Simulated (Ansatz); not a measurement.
# Stretching the linear Mo chain, part 3 of 3

Does stretching change the magnetism or the channel count of the linear Mo chain?

Ansatz 0.2.0; DFT PBEsol, plane waves, PAW; relaxation of a chain's period (the session's first sound run).

So far, conductance of the lead as this run defines it (G₀): step 3 (the chain at a fixed length, period over the relaxed period …) 6.00; step 8 (period over the relaxed period 1.08, k-mesh 1×1×34) 6.00; step 9 (period over the relaxed period 1.13, k-mesh 1×1×33) 4.87; step 10 (period over the relaxed period 1.2, k-mesh 1×1×31) 3.88; step 11 (period over the relaxed period 1.3, k-mesh 1×1×29) 3.49. Also absolute moment (μB): step 9 2.53; step 10 3.10; step 11 3.91.

## Step 12: Comparing the runs

Times are for 4 threads of Arm Neoverse V2, shared host. Results by setting:

```tsv
no.	period over the relaxed period	conductance of the lead as this run defines it (G₀)	absolute moment (μB)	energy at zero smearing less the lowest (eV)	time	memory (GiB)
1	0.88	6.000	0	1.117	23 s	0.48
2	0.92	6.000	0	0.4131	20 s	0.46
3	0.96	6.000	0	0.09390	20 s	0.46
4	1	6.000	0	0	18 s	0.44
5	1.04	6.000	0	0.07247	17 s	0.43
6	1.08	6.000	0	0.2656	16 s	0.43
7	1.13	4.874	2.532	0.4962	22 s	0.5
8	1.2	3.878	3.099	0.7571	22 s	0.52
9	1.3	3.495	3.909	1.140	15 s	0.42
```

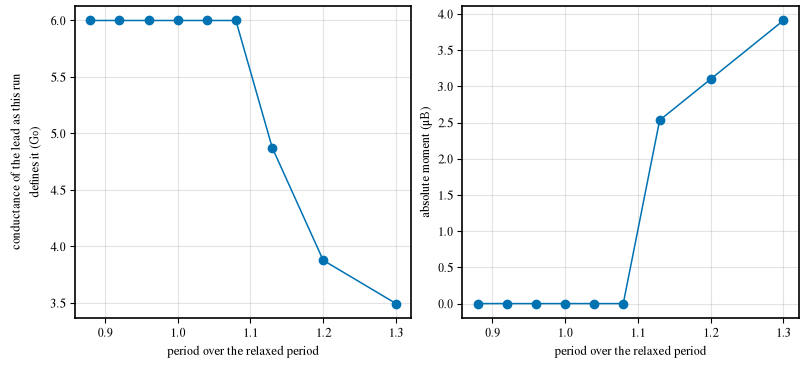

The series as plots.

## Step 13: The same system on other settings

This step: DFT PBEsol, plane waves, PAW; channels and complex bands of a perfect chain; changed: output.transmission.e_range = [0, 2], output.transmission.de = 0.05, output.transmission.reduced_basis = false (Ansatz 0.2.0).

The atoms of the run at the relaxed period are kept and the input is varied, to see whether the result depends on it.

input.yaml

```yaml
crystal:
  lattice:
    - [7.5, 0.0, 0.0]
    - [0.0, 7.5, 0.0]
    - [0.0, 0.0, 2.1830441354]
  atoms:
    - { symbol: Mo, position: [0.5, 0.5, 0.0], spin: 3.0 }
magnetization:
  spin_polarized: true
kpoints:
  mp_grid: { grid: [1, 1, 37] }
scf:
  occupations: { method: fermi_dirac, width: 0.05 }
hamiltonian:
  xc: pbesol
output:
  transmission:
    e_range: [0, 2]
    de: 0.05
    kmesh: [1, 1]
    reduced_basis: false
    leads: [[0, 0]]
  stress: true
```

On the command line:

```
$ ansatz run input.yaml --threads 4 --pin off --max-ram 8192MiB --backend cpu --events-out ev --progress --plain --runs-dir out
```

Numbers of over 12 decimals in the logs are rounded to 6 here.

The log of the run:

```text
[...]
Crystal: 1 atoms, lattice volume = 122.796 Å³
Basis set: ecut = 420 eV, 2431 PW (Γ)
Bands: 13, of which v1, the nominal top of the filled ones, is band 7 counted from 1 (6 counted from 0)
Symmetry: 16 space group operations
[...]
k-points: 19 of 37
[...]
Starting moments: Σ|m| = 3 μB on 1 of 1 site
[...]
SCF iter   1: F=—  HF=-4892.667095 eV  |F-HF|=—  |Δ(HF+E_count)|=         —  Δρ=3.56e-2 (↑3.56e-2 ↓3.32e-2)  dr2=6.19e-1  dr2_m=1.18e0  M=0.887 μB ∫|m|=0.889 μB  β_m=0.30  ethr=3.10e-3  ⟨swp⟩=6.4  Hψ=2907  notcnv=0
[...]
SCF iter  11: F=-4892.445623 eV  HF=-4892.445623 eV  |F-HF|=1.82e-12  |Δ(HF+E_count)|=  1.55e-11  Δρ=4.13e-8 (↑4.13e-8 ↓2.72e-8)  dr2=4.87e-12  dr2_m=8.41e-14  M=-0.000 μB ∫|m|=0.000 μB  ethr=1.00e-12  ⟨swp⟩=4.3  Hψ=1626  notcnv=0
SCF 1 converged in 11 iterations: F = -4892.445623 eV  dr2 = 4.87e-12
[...]
transmission: 4 of 8 steps passed
transmission: 8 of 8 steps passed
SCF converged after 11 iterations
Magnetization: -0.0000 μB (7.0000 up, 7.0000 down)
Absolute magnetization: 0.0000 μB (∫|ρ↑−ρ↓|, with the PAW one-centre terms)
[...]
Per-site moments (μB) at R_I (Å): [(-2.659934708004382e-7, 0.900506)]
Free energy (F): -4892.445623 eV
[...]
Internal energy: -4892.429741 eV  (E = F + TS)
E sigma→0 (E₀):  -4892.437682 eV
Entropy (-TS):   -0.015882 eV (-15.882 meV/atom)
Fermi energy:    -1.403315 eV
[...]
--- Stress (GPa, compression-positive) ---
       -0.280185       0.000000       0.000000
        0.000000      -0.280185       0.000000
        0.000000       0.000000       0.074080
  P = ⅓ Tr σ = -0.1621 GPa (-1.621 kbar)
--- Band table (eV; the first three rows and the last of 38) ---
  k-point 0 ↑: bands = [... 3 lower, -33.6307, -5.8389, -2.9017, -2.3623, -2.3413, 0.9419, 0.9419, 3.1129, ... 2 higher]
  k-point 1 ↑: bands = [... 3 lower, -33.6763, -5.7555, -2.8788, -2.3479, -2.3270, 0.9216, 0.9216, 3.1358, ... 2 higher]
  k-point 2 ↑: bands = [... 3 lower, -33.8107, -5.5086, -2.8094, -2.3049, -2.2844, 0.8511, 0.8511, 3.2043, ... 2 higher]
  k-point 18 ↓: bands = [... 3 lower, -35.6060, -5.0926, -5.0926, 0.1871, 0.1887, 2.0389, 5.2093, 8.7745, ... 2 higher]
--- Transmission ---
  basis      : 497 plane waves across, 4 finite elements along
  points     : 1, standing for a mesh of 1 x 1
[...]
crystal 0  : Mo1, at the sites [0, 0], period 2.1830 Å: whole cells are its period
[...]
channels       : 6.000000e0 up, 6.000000e0 down
    conductance    : none, the energies end too early or step too widely for 300 K: set another output.transmission.e_range or a lower de, or, where they end at an eighth of basis.ecutwfc, a higher one
```

Wall time 79 s (4 threads of Arm Neoverse V2, shared host); peak memory 1.6 GiB; 4.9 min of CPU time.

Numbers from this step:

| Property | Result |
| --- | --- |
| energy at zero smearing | -4892.4377 eV |
| channels at the energy nearest the Fermi level, spin up | 6 |
| channels at the energy nearest the Fermi level, spin down | 6 |

The open channels of the lead by energy, zero at the Fermi level:

```tsv
energy (eV)	spin up	spin down
0.000	6	6
0.150	6	6
0.300	6	6
0.450	6	6
0.600	6	6
0.750	6	6
0.900	6	6
1.100	6	6
1.250	6	6
1.400	6	6
1.550	6	6
1.700	4	4
1.850	4	4
2.000	4	4
```

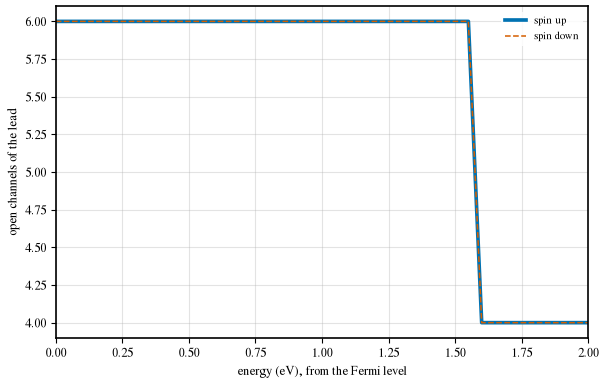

Open channels of the lead, plotted against energy.

It took 79 s against 18 s for the run it varies; the program gives no conductance for this window, step and temperature, so that result is lost.

The channels at the energy nearest the Fermi level, spin up and channels at the energy nearest the Fermi level, spin down stay within 0.2 % plus 0.001 of the run it varies.

## Step 14: Results

```json
{"relaxed cell length": "2.183 Å", "conductance at period × 0.88": "6.00 G₀", "conductance at period × 1.0": "6.00 G₀", "conductance at period × 1.13": "4.87 G₀", "conductance at period × 1.3": "3.49 G₀", "absolute moment at period × 0.88": "0 μB", "absolute moment at period × 1.0": "0 μB", "absolute moment at period × 1.3": "3.91 μB"}
```

What this shows: In these runs no moment survives at the shortest period, and one is present from a factor of 1.13 on: longer bonds narrow the bands, which favours exchange splitting. The conductance goes from 6.00 G₀ at the shortest period to 3.49 G₀ at the longest, while the magnetic state changes too. Transport is coherent and elastic here: the atoms are frozen, so scattering by vibrations plays no part. No search over magnetic orders was made; another may lie lower. For the perfect chain only parallel moments were started; its antiparallel and spiral orders were not tested. Conductances of a perfect chain off the multiples of half a G0 come from band edges within the thermal window; the square box also splits pairs of bands that an isolated chain keeps degenerate, which moves such edges. The lead's cell of one atom keeps the chain straight and evenly spaced; a zigzag or dimerised form may lie lower.

[Logs are printed without paths, hosts, clocks, repeated set-up lines and the standing remarks that a program may print on its own settings, such as how far it seeks lower states.]

[Hosts, paths, dates, database ids (printed as entryN), source tags and the programs' standing remarks are cut or masked in the printed files.]
